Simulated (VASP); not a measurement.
# Gd (Gadolinium): structure and properties in VASP

Aim: relax Gd (Gadolinium), then compute properties on the relaxed cell. The steps: magnetic order: ferromagnetic, magnetic order: antiferromagnetic within the cell, magnetic order: antiferromagnetic, q = (0, 0, 1/2), magnetic order: antiferromagnetic, q = (1/2, 1/2, 1/2), magnetic order: antiferromagnetic, q = (1/2, 1/2, 0), the orders side by side, relaxing cell and atoms (PBEsol + U), second relaxation, single point with fields (PBEsol + U), band structure (PBEsol + U), total and projected DOS (PBEsol + U), zone-centre phonons (PBEsol + U) and self-consistent run (PBEsol + U), changed input. The start is a cell from a database of measured crystal structures.

Calculated with VASP 6.6.1; PBEsol, DFT+U (Gd f 5 eV), spin-polarised from a ferromagnetic start; plane waves and PAW (Gd), in the first sound run; inputs show where later runs differ.

## Step 1: Starting point

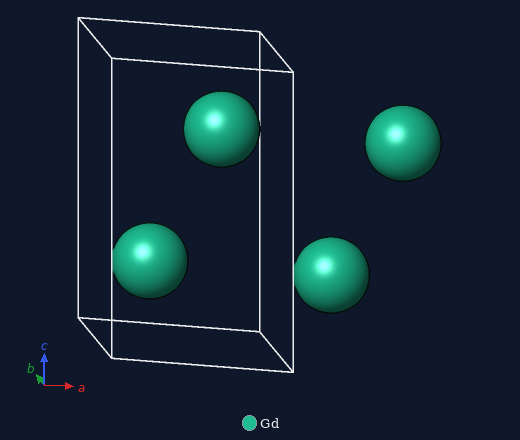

The cell as given, slightly off an axis (gadolinium teal). 2×1×1 cells are drawn.

As a file:

```xyz
2
Lattice="3.6360 0.0000 0.0000 -1.8180 3.1489 0.0000 0.0000 0.0000 5.7826" Properties=species:S:1:pos:R:3 pbc="T T T"
Gd    0.0000    2.0992    1.4457
Gd    1.8180    1.0496    4.3369
```

## Step 2: Magnetic order: ferromagnetic

The properties of a magnet depend on its order, so a few collinear patterns are compared first on the cell as listed, beginning with all moments parallel. PBEsol restores the gradient expansion of exchange and is tuned for the cells of solids. A Hubbard U penalises fractional filling of the localised shell, which semilocal functionals favour.

Contents of INCAR:

```
SYSTEM = Gd
PREC = Accurate
ENCUT = 450
EDIFF = 1E-06
NELM = 150
ISMEAR = 1
SIGMA = 0.2
LREAL = .FALSE.
ALGO = Normal
GGA = PS
NBANDS = 34
ISPIN = 2
MAGMOM = 7 7
LDAU = .TRUE.
LDAUTYPE = 2
LDAUL = 3
LDAUU = 5
LDAUJ = 0
LDAUPRINT = 1
LASPH = .TRUE.
LMAXMIX = 6
AMIX = 0.2
BMIX = 1E-04
AMIX_MAG = 0.8
BMIX_MAG = 1E-04
LORBIT = 11
LWAVE = .FALSE.
LCHARG = .FALSE.
KPAR = 4
ISIF = 2
```

Contents of POSCAR:

```
Gd
1.0
    3.6360000000      0.0000000000      0.0000000000
   -1.8180000000      3.1488683682      0.0000000000
    0.0000000000      0.0000000000      5.7826000000
Gd
2
Direct
    0.3333333333      0.6666666667      0.2500000000
    0.6666666667      0.3333333333      0.7500000000
```

Contents of KPOINTS:

```
Automatic mesh
0
Gamma
7 7 4
0 0 0
```

PAW data sets: Gd (PBE family, release 64).

Run with:

```bash
$ mpirun -np 4 vasp_std
```

The log of the run:

```text
[banner, memory and clock lines left out]
running    4 mpi-ranks, on    1 nodes
 distrk:  each k-point on    1 cores,    4 groups
 distr:  one band on    1 cores,    1 groups

 POSCAR found type information on POSCAR Gd
 POSCAR found :  1 types and       2 ions
|                                                                             |
|               ----> ADVICE to this user running VASP <----                  |
|                                                                             |
|     You enforced a specific xc type in the INCAR file but a different       |
|     [... a line on the potential file left out ...]
|     I HOPE YOU KNOW WHAT YOU ARE DOING!                                     |
|                                                                             |

 LDA part: xc-table for (Slater+PW92), standard interpolation
 POSCAR, INCAR and KPOINTS ok, starting setup
 FFT: planning ... GRIDC
 FFT: planning ... GRID_SOFT
 FFT: planning ... GRID
 WAVECAR not read
 entering main loop
       N       E                     dE             d eps       ncg     rms          rms(c)
DAV:   1     0.259764152948E+03    0.25976E+03   -0.10578E+04  4632   0.462E+03
DAV:   2     0.429215479729E+02   -0.21684E+03   -0.18700E+03  4700   0.436E+02
DAV:   3    -0.453106402401E+01   -0.47453E+02   -0.45974E+02  5324   0.149E+02
DAV:   4    -0.124803914832E+02   -0.79493E+01   -0.78872E+01  6336   0.499E+01
DAV:   5    -0.133052419516E+02   -0.82485E+00   -0.82229E+00  6200   0.167E+01    0.552E+01
DAV:   6    -0.227183407529E+02   -0.94131E+01   -0.86340E+00  5350   0.858E+01    0.375E+01
DAV:   7    -0.234908007501E+02   -0.77246E+00   -0.18475E+00  5880   0.168E+01    0.453E+01
DAV:   8    -0.235155177400E+02   -0.24717E-01   -0.22651E-01  6154   0.246E+00    0.569E+01
DAV:   9    -0.235194169997E+02   -0.38993E-02   -0.47697E-02  5276   0.212E+00    0.343E+01
DAV:  10    -0.235296455538E+02   -0.10229E-01   -0.53787E-02  5310   0.172E+00    0.384E+00
DAV:  11    -0.235306561414E+02   -0.10106E-02   -0.61752E-03  5816   0.525E-01    0.247E+00
DAV:  12    -0.235299900300E+02    0.66611E-03   -0.10052E-03  5452   0.318E-01    0.192E+00
DAV:  13    -0.235296180745E+02    0.37196E-03   -0.99927E-04  5838   0.269E-01    0.108E+00
DAV:  14    -0.235295980488E+02    0.20026E-04   -0.40558E-04  6012   0.974E-02    0.152E-01
DAV:  15    -0.235295866664E+02    0.11382E-04   -0.75938E-05  5368   0.111E-01    0.999E-02
DAV:  16    -0.235295856883E+02    0.97810E-06   -0.64690E-06  5244   0.169E-02
   1 F= -.23529586E+02 E0= -.23530639E+02  d E =0.315991E-02  mag=    15.6500
```

Elapsed: 52 s, on 4 MPI ranks of Intel Xeon Platinum 8259CL at 2.50GHz (Skylake/Cascade Lake), shared host; peak memory 0.93 GiB; 2.7 min of CPU time.

Lines that name or quote the potential files are left out of all logs, and their timing lines are given in words.

Parts of OUTCAR (step 2):

```text
ion  position               nearest neighbor table
   1  0.333  0.667  0.250-
   2  0.667  0.333  0.750-

  LATTYP: Found a hexagonal cell.
 ALAT       =     3.6360000000
 C/A-ratio  =     1.5903740374

 Subroutine GETGRP returns: Found 24 space group operations
 (whereof 12 operations were pure point group operations)

The static configuration has the point symmetry D_3d.
 The point group associated with its full space group is D_6h.

 Found     24 irreducible k-points:

   k-points           NKPTS =     24   k-points in BZ     NKDIM =     24   number of bands    NBANDS=     34

   dimension x,y,z NGX =    28 NGY =   28 NGZ =   40
   dimension x,y,z NGXF=    56 NGYF=   56 NGZF=   80

   ENCUT  =  450.0 eV  33.07 Ry    5.75 a.u.   6.29  6.29 10.00*2*pi/ulx,y,z

   NELECT =      36.0000    total number of electrons

 k-points in reciprocal lattice and weights: Automatic mesh
   0.00000000  0.00000000  0.00000000       0.005
   0.14285714 -0.00000000  0.00000000       0.031
   0.28571429  0.00000000  0.00000000       0.031
   0.42857143 -0.00000000  0.00000000       0.031
   0.14285714  0.14285714  0.00000000       0.031
   0.28571429  0.14285714  0.00000000       0.061
   0.42857143  0.14285714  0.00000000       0.031
   0.28571429  0.28571429  0.00000000       0.031
   0.00000000  0.00000000  0.25000000       0.010
[...]
0.42857143  0.14285714  0.50000000       0.031
   0.28571429  0.28571429  0.50000000       0.031

atom =   1  type =  1  l = 3

 onsite density matrix

spin component  1

  0.9904  0.0000  0.0000  0.0000 -0.0000  0.0000 -0.0000
  0.0000  0.9896  0.0000 -0.0000  0.0000  0.0000 -0.0000
  0.0000  0.0000  0.9892  0.0000 -0.0000  0.0000  0.0000
  0.0000 -0.0000  0.0000  0.9902  0.0000  0.0000  0.0000
 -0.0000  0.0000 -0.0000  0.0000  0.9892  0.0000  0.0000
  0.0000  0.0000  0.0000  0.0000  0.0000  0.9896 -0.0000
 -0.0000 -0.0000  0.0000  0.0000  0.0000 -0.0000  0.9892

spin component  2

  0.0009  0.0000  0.0000 -0.0000  0.0000  0.0000 -0.0000
  0.0000  0.0011  0.0000 -0.0000  0.0000  0.0000  0.0000
  0.0000  0.0000  0.0007  0.0000  0.0000 -0.0000 -0.0000
 -0.0000 -0.0000  0.0000  0.0005  0.0000  0.0000  0.0000
  0.0000  0.0000  0.0000  0.0000  0.0007  0.0000  0.0000
  0.0000  0.0000 -0.0000  0.0000  0.0000  0.0011 -0.0000
 -0.0000  0.0000 -0.0000  0.0000  0.0000 -0.0000  0.0006

 occupancies and eigenvectors

  o =  0.0005  v =  0.0000  0.0000  0.0000  0.0000  0.0000  0.0000  0.0000  0.0000  0.0000 -0.0000  1.0000  0.0000 -0.0000  0.0000      0.0000  0.0000  0.0000  0.0000  0.0000  0.0000  0.0000  0.0000  0.0000  0.0000  0.0000  0.0000  0.0000  0.0000
  o =  0.0006  v =  0.0000  0.0000  0.0000  0.0000  0.0000  0.0000  0.0000 -0.0000  0.0000 -0.0000  0.0000  0.0000  0.0000 -1.0000      0.0000  0.0000  0.0000  0.0000  0.0000  0.0000  0.0000  0.0000  0.0000  0.0000  0.0000  0.0000  0.0000  0.0000
  o =  0.0007  v =  0.0000  0.0000  0.0000  0.0000  0.0000  0.0000  0.0000 -0.0000 -0.0000  0.0001  0.0000 -1.0000  0.0000 -0.0000      0.0000  0.0000  0.0000  0.0000  0.0000  0.0000  0.0000  0.0000  0.0000  0.0000  0.0000  0.0000  0.0000  0.0000
  o =  0.0007  v =  0.0000  0.0000  0.0000  0.0000  0.0000  0.0000  0.0000  0.0000  0.0000 -1.0000 -0.0000 -0.0001 -0.0000 -0.0000      0.0000  0.0000  0.0000  0.0000  0.0000  0.0000  0.0000  0.0000  0.0000  0.0000  0.0000  0.0000  0.0000  0.0000
  o =  0.0009  v =  0.0000  0.0000  0.0000  0.0000  0.0000  0.0000  0.0000  1.0000 -0.0000  0.0000 -0.0000  0.0000 -0.0000 -0.0000      0.0000  0.0000  0.0000  0.0000  0.0000  0.0000  0.0000  0.0000  0.0000  0.0000  0.0000  0.0000  0.0000  0.0000
  o =  0.0011  v =  0.0000  0.0000  0.0000  0.0000  0.0000  0.0000  0.0000  0.0000 -0.0295 -0.0000  0.0000  0.0000  0.9996  0.0000      0.0000  0.0000  0.0000  0.0000  0.0000  0.0000  0.0000  0.0000  0.0000  0.0000  0.0000  0.0000  0.0000  0.0000
  o =  0.0011  v =  0.0000  0.0000  0.0000  0.0000  0.0000  0.0000  0.0000 -0.0000 -0.9996 -0.0000 -0.0000  0.0000 -0.0295 -0.0000      0.0000  0.0000  0.0000  0.0000  0.0000  0.0000  0.0000  0.0000  0.0000  0.0000  0.0000  0.0000  0.0000  0.0000
  o =  0.9892  v =  0.0000 -0.0000 -0.0000  0.0000 -0.0000 -0.0000  1.0000  0.0000  0.0000  0.0000  0.0000  0.0000  0.0000  0.0000      0.0000  0.0000  0.0000  0.0000  0.0000  0.0000  0.0000  0.0000  0.0000  0.0000  0.0000  0.0000  0.0000  0.0000
  o =  0.9892  v =  0.0000  0.0000 -0.0000 -0.0000 -1.0000 -0.0000 -0.0000  0.0000  0.0000  0.0000  0.0000  0.0000  0.0000  0.0000      0.0000  0.0000  0.0000  0.0000  0.0000  0.0000  0.0000  0.0000  0.0000  0.0000  0.0000  0.0000  0.0000  0.0000
  o =  0.9892  v = -0.0000  0.0000  1.0000 -0.0000 -0.0000 -0.0000 -0.0000  0.0000  0.0000  0.0000  0.0000  0.0000  0.0000  0.0000      0.0000  0.0000  0.0000  0.0000  0.0000  0.0000  0.0000  0.0000  0.0000  0.0000  0.0000  0.0000  0.0000  0.0000
  o =  0.9896  v = -0.0000 -0.5531  0.0000 -0.0000 -0.0000  0.8331  0.0000  0.0000  0.0000  0.0000  0.0000  0.0000  0.0000  0.0000      0.0000  0.0000  0.0000  0.0000  0.0000  0.0000  0.0000  0.0000  0.0000  0.0000  0.0000  0.0000  0.0000  0.0000
  o =  0.9896  v =  0.0000 -0.8331  0.0000  0.0000 -0.0000 -0.5531 -0.0000  0.0000  0.0000  0.0000  0.0000  0.0000  0.0000  0.0000      0.0000  0.0000  0.0000  0.0000  0.0000  0.0000  0.0000  0.0000  0.0000  0.0000  0.0000  0.0000  0.0000  0.0000
  o =  0.9902  v = -0.0000 -0.0000  0.0000  1.0000 -0.0000  0.0000 -0.0000  0.0000  0.0000  0.0000  0.0000  0.0000  0.0000  0.0000      0.0000  0.0000  0.0000  0.0000  0.0000  0.0000  0.0000  0.0000  0.0000  0.0000  0.0000  0.0000  0.0000  0.0000
  o =  0.9904  v =  1.0000  0.0000  0.0000  0.0000 -0.0000  0.0000 -0.0000  0.0000  0.0000  0.0000  0.0000  0.0000  0.0000  0.0000      0.0000  0.0000  0.0000  0.0000  0.0000  0.0000  0.0000  0.0000  0.0000  0.0000  0.0000  0.0000  0.0000  0.0000

atom =   2  type =  1  l = 3

 onsite density matrix

spin component  1

  0.9904  0.0000  0.0000  0.0000 -0.0000  0.0000 -0.0000
  0.0000  0.9896  0.0000 -0.0000  0.0000  0.0000 -0.0000
  0.0000  0.0000  0.9892  0.0000 -0.0000 -0.0000  0.0000
  0.0000 -0.0000  0.0000  0.9902  0.0000  0.0000 -0.0000
 -0.0000  0.0000 -0.0000  0.0000  0.9892  0.0000  0.0000
  0.0000  0.0000 -0.0000  0.0000  0.0000  0.9896 -0.0000
 -0.0000 -0.0000  0.0000 -0.0000  0.0000 -0.0000  0.9892

spin component  2

  0.0009  0.0000  0.0000  0.0000 -0.0000 -0.0000 -0.0000
  0.0000  0.0011  0.0000 -0.0000 -0.0000  0.0000  0.0000
  0.0000  0.0000  0.0007  0.0000  0.0000  0.0000 -0.0000
  0.0000 -0.0000  0.0000  0.0005  0.0000  0.0000 -0.0000
 -0.0000 -0.0000  0.0000  0.0000  0.0007  0.0000  0.0000
 -0.0000  0.0000  0.0000  0.0000  0.0000  0.0011 -0.0000
[...]
o =  0.0006  v =  0.0000  0.0000  0.0000  0.0000  0.0000  0.0000  0.0000  0.0000 -0.0000  0.0000  0.0000 -0.0000  0.0000  1.0000      0.0000  0.0000  0.0000  0.0000  0.0000  0.0000  0.0000  0.0000  0.0000  0.0000  0.0000  0.0000  0.0000  0.0000
  o =  0.0007  v =  0.0000  0.0000  0.0000  0.0000  0.0000  0.0000  0.0000 -0.0000  0.0000  0.0001 -0.0000 -1.0000  0.0000 -0.0000      0.0000  0.0000  0.0000  0.0000  0.0000  0.0000  0.0000  0.0000  0.0000  0.0000  0.0000  0.0000  0.0000  0.0000
  o =  0.0007  v =  0.0000  0.0000  0.0000  0.0000  0.0000  0.0000  0.0000  0.0000 -0.0000 -1.0000 -0.0000 -0.0001  0.0000 -0.0000      0.0000  0.0000  0.0000  0.0000  0.0000  0.0000  0.0000  0.0000  0.0000  0.0000  0.0000  0.0000  0.0000  0.0000
  o =  0.0009  v =  0.0000  0.0000  0.0000  0.0000  0.0000  0.0000  0.0000  1.0000 -0.0000  0.0000  0.0000 -0.0000  0.0000 -0.0000      0.0000  0.0000  0.0000  0.0000  0.0000  0.0000  0.0000  0.0000  0.0000  0.0000  0.0000  0.0000  0.0000  0.0000
  o =  0.0011  v =  0.0000  0.0000  0.0000  0.0000  0.0000  0.0000  0.0000  0.0000  0.0047 -0.0000 -0.0000 -0.0000 -1.0000  0.0000      0.0000  0.0000  0.0000  0.0000  0.0000  0.0000  0.0000  0.0000  0.0000  0.0000  0.0000  0.0000  0.0000  0.0000
  o =  0.0011  v =  0.0000  0.0000  0.0000  0.0000  0.0000  0.0000  0.0000 -0.0000 -1.0000  0.0000 -0.0000 -0.0000 -0.0047 -0.0000      0.0000  0.0000  0.0000  0.0000  0.0000  0.0000  0.0000  0.0000  0.0000  0.0000  0.0000  0.0000  0.0000  0.0000
  o =  0.9892  v = -0.0000  0.0000  0.0000  0.0000  0.0000  0.0000 -1.0000  0.0000  0.0000  0.0000  0.0000  0.0000  0.0000  0.0000      0.0000  0.0000  0.0000  0.0000  0.0000  0.0000  0.0000  0.0000  0.0000  0.0000  0.0000  0.0000  0.0000  0.0000
  o =  0.9892  v =  0.0000 -0.0000 -0.0000  0.0000 -1.0000 -0.0000 -0.0000  0.0000  0.0000  0.0000  0.0000  0.0000  0.0000  0.0000      0.0000  0.0000  0.0000  0.0000  0.0000  0.0000  0.0000  0.0000  0.0000  0.0000  0.0000  0.0000  0.0000  0.0000
  o =  0.9892  v =  0.0000 -0.0000 -1.0000 -0.0000  0.0000 -0.0000  0.0000  0.0000  0.0000  0.0000  0.0000  0.0000  0.0000  0.0000      0.0000  0.0000  0.0000  0.0000  0.0000  0.0000  0.0000  0.0000  0.0000  0.0000  0.0000  0.0000  0.0000  0.0000
  o =  0.9896  v =  0.0000 -0.0857  0.0000 -0.0000 -0.0000  0.9963 -0.0000  0.0000  0.0000  0.0000  0.0000  0.0000  0.0000  0.0000      0.0000  0.0000  0.0000  0.0000  0.0000  0.0000  0.0000  0.0000  0.0000  0.0000  0.0000  0.0000  0.0000  0.0000
  o =  0.9896  v =  0.0000 -0.9963  0.0000  0.0000  0.0000 -0.0857 -0.0000  0.0000  0.0000  0.0000  0.0000  0.0000  0.0000  0.0000      0.0000  0.0000  0.0000  0.0000  0.0000  0.0000  0.0000  0.0000  0.0000  0.0000  0.0000  0.0000  0.0000  0.0000
  o =  0.9902  v = -0.0000  0.0000 -0.0000  1.0000  0.0000  0.0000  0.0000  0.0000  0.0000  0.0000  0.0000  0.0000  0.0000  0.0000      0.0000  0.0000  0.0000  0.0000  0.0000  0.0000  0.0000  0.0000  0.0000  0.0000  0.0000  0.0000  0.0000  0.0000
  o =  0.9904  v =  1.0000  0.0000  0.0000  0.0000 -0.0000  0.0000 -0.0000  0.0000  0.0000  0.0000  0.0000  0.0000  0.0000  0.0000      0.0000  0.0000  0.0000  0.0000  0.0000  0.0000  0.0000  0.0000  0.0000  0.0000  0.0000  0.0000  0.0000  0.0000

 average (electrostatic) potential at core
       1 -43.0109       2 -43.0109

 E-fermi :   2.9082

 spin component 1
 k-point     1 :       0.0000    0.0000    0.0000
  band No.  band energies     occupation
    ...
     20      -4.6064      1.00000
     21      -4.5825      1.00000
     22      -4.5779      1.00000
     23      -2.3009      1.00000
     24       0.2892      1.00000
     25       3.8133     -0.00000
     26       4.0723     -0.00000
     27       4.0723     -0.00000
     28       4.2389     -0.00000
     29       4.6959     -0.00000
    ...

 k-point     2 :       0.1429   -0.0000    0.0000
  band No.  band energies     occupation
    ...
     20      -4.6121      1.00000
     21      -4.5958      1.00000
     22      -4.5889      1.00000
     23      -1.8351      1.00000
     24       0.7292      1.00000
     25       3.2124     -0.02671
     26       3.3121     -0.00750
     27       4.2430     -0.00000
     28       4.5367     -0.00000
     29       4.7927     -0.00000
    ...

 k-point     3 :       0.2857    0.0000    0.0000
  band No.  band energies     occupation
    ...
     22      -4.5910      1.00000
     23      -0.6721      1.00000
     24       1.3599      1.00000
     25       2.1876      1.00000
     26       2.6942      1.03095
     27       3.8179     -0.00000
     28       4.2184     -0.00000
     29       4.2462     -0.00000
     30       5.8389     -0.00000
     31       5.8539     -0.00000
    ...

 k-point     4 :       0.4286   -0.0000    0.0000
  band No.  band energies     occupation
    ...
     22      -4.5888      1.00000
     23       0.4273      1.00000
     24       1.1129      1.00000
     25       1.5452      1.00000
     26       2.6454      1.03437
     27       3.8604     -0.00000
     28       3.8892     -0.00000
     29       4.4000     -0.00000
     30       7.5127      0.00000
     31       7.5727      0.00000
    ...

 k-point     5 :       0.1429    0.1429    0.0000
  band No.  band energies     occupation
    ...
     22      -4.6006      1.00000
     23      -1.0002      1.00000
     24       1.4040      1.00000
     25       2.4898      1.00587
     26       2.6308      1.03223
     27       3.8370     -0.00000
     28       4.0241     -0.00000
     29       4.6920     -0.00000
     30       5.2388     -0.00000
     31       5.5052     -0.00000
    ...

 k-point     6 :       0.2857    0.1429    0.0000
  band No.  band energies     occupation
    ...
     22      -4.6007      1.00000
     23       0.2633      1.00000
     24       1.6151      1.00000
     25       1.7844      1.00000
     26       2.3801      1.00060
     27       3.5857     -0.00001
     28       4.0586     -0.00000
     29       4.1551     -0.00000
     30       6.1697     -0.00000
     31       6.9762      0.00000
    ...

  Total       -0.7600919     -0.7600919     -0.7434570     -0.0000000      0.0000000      0.0000000
  in kB      -18.3939563    -18.3939563    -17.9913976     -0.0000000      0.0000000      0.0000000
  external PRESSURE =     -18.2597701 kB  Pullay stress =       0.0000000 kB

  energy-cutoff  :      450.00
  volume of cell :       66.21
      direct lattice vectors                 reciprocal lattice vectors
     3.636000000  0.000000000  0.000000000     0.275027503  0.158787203  0.000000000
    -1.818000000  3.148868368  0.000000000     0.000000000  0.317574405  0.000000000
     0.000000000  0.000000000  5.782600000     0.000000000  0.000000000  0.172932591

 POSITION                                       TOTAL-FORCE (eV/Angst)
 -----------------------------------------------------------------------------------
     -0.00000      2.09925      1.44565         0.000000     -0.000000      0.000000
      1.81800      1.04962      4.33695        -0.000000      0.000000      0.000000
 -----------------------------------------------------------------------------------
    total drift:                                0.000000     -0.000000      0.000000

  FREE ENERGIE OF THE ION-ELECTRON SYSTEM (eV)
  ---------------------------------------------------
  free  energy   TOTEN  =       -23.5295856883 eV

  energy  without entropy=      -23.5327456014  energy(sigma->0) =      -23.53063899

 total charge
# of ion       s       p       d       f       tot
--------------------------------------------------
    1        2.073   5.551   0.602   6.927  15.153
    2        2.073   5.551   0.602   6.927  15.153
--------------------------------------------------
tot          4.147  11.101   1.203  13.855  30.306

 magnetization (x)
# of ion       s       p       d       f       tot
--------------------------------------------------
    1        0.004  -0.044   0.254   6.916   7.131
    2        0.004  -0.044   0.254   6.916   7.131
--------------------------------------------------
tot          0.008  -0.087   0.508  13.833  14.261

[... 6 further parts left out ...]
```

The k-mesh is coarse for a metal. The PAW data sets were made with PBE, which is usual practice but a small mismatch for other functionals.

This step gave:

```
SCF cycles                                        : 16
electrons                                         : 36
bands                                             : 34
irreducible k-points                              : 24
symmetry operations                               : 24
free energy (TOTEN)                               : -23.53 eV
energy at zero smearing                           : -23.53 eV
Fermi energy                                      : 2.908 eV
pressure                                          : -1.826 GPa
moment of the cell, from the last line of the log : 15.65 μB
metallic                                          : yes
```

Spin moment in the PAW sphere by atom:

```tsv
atom	spin moment in the PAW sphere (μB)
Gd1	7.13
Gd2	7.13
```

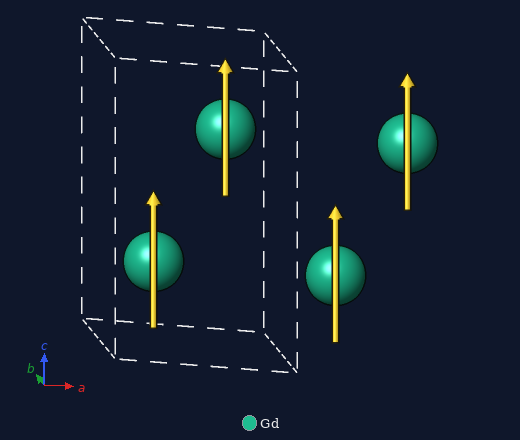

Spin moment in the PAW sphere as arrows, the longest 7.13 μB. Up and down stand for the sign. Arrows give size and sign along the axis of quantisation, drawn up and down the page. 2×1×1 cells are drawn.

The run ends ferromagnetic with a largest moment of 7.13 μB, and the mesh shows no gap.

(Part 1 of 11 ends here.)

[Lines on the potential files, build, host, timing and source positions are cut from VASP's logs without a mark.]

[Logs are printed without paths, hosts, clocks, repeated set-up lines and the standing remarks that a program may print on its own settings, such as how far it seeks lower states.]

[Hosts, paths, dates, database ids (printed as entryN), source tags and the programs' standing remarks are cut or masked in the printed files.]

[A measured line is paired with the nearest computed mode of its activity, which favours agreement.]
